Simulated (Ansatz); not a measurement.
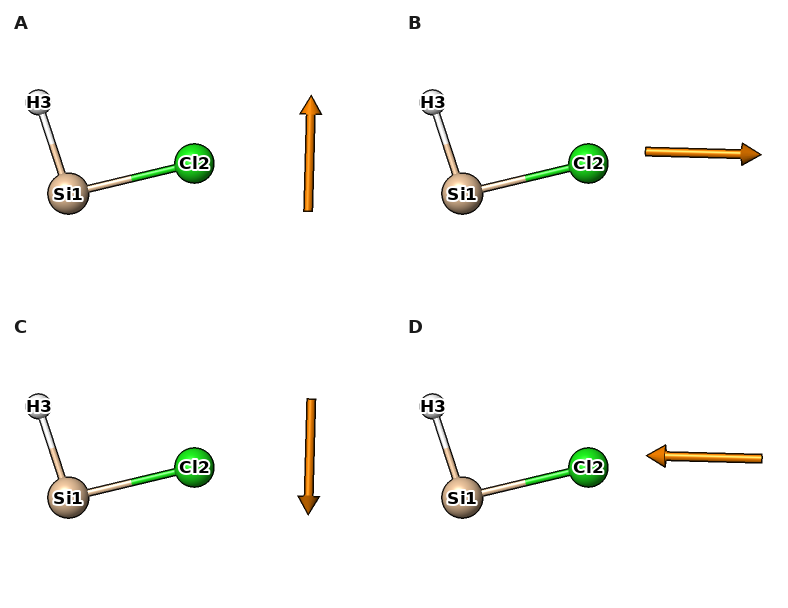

The same molecule four times, each with an arrow. The geometry was computed by an optimisation with PBE0-D4/def2-TZVP. Properties computed with RKS PBE0-D4/def2-TZVP (Ansatz 0.2.0).

**Which arrow points along the dipole moment, from the negative to the positive end?**

D. The dipole moment is 0.97 D; it points from the side of Cl2 to the side of H3 (the outermost atoms at the two ends).
